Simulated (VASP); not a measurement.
Band structure of Se (trig). Method: PBE GGA, VASP's PBE PAW potentials (set 64) (plane waves; VASP).

Without a dispersion term in the relaxation, distances and binding between the weakly bound layers, chains or molecules are unreliable, and so is what depends on them.

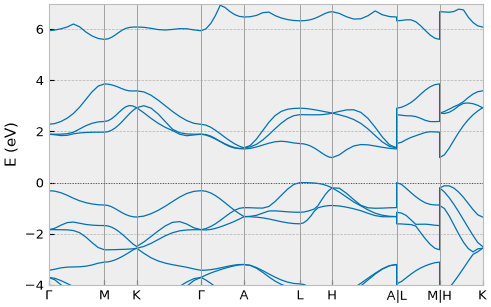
Figure. Bands along high-symmetry lines, zero at the valence-band maximum or, without a gap, the Fermi level

Task: Read the plot: is there a gap, and where are the band edges?

Result: The gap is indirect, 0.98 eV, from the valence maximum at L to the conduction minimum at H. (Edges off the drawn lines would not show.)

The compound is Se in the trig structure. It was relaxed first, which changed the volume by +8 %.
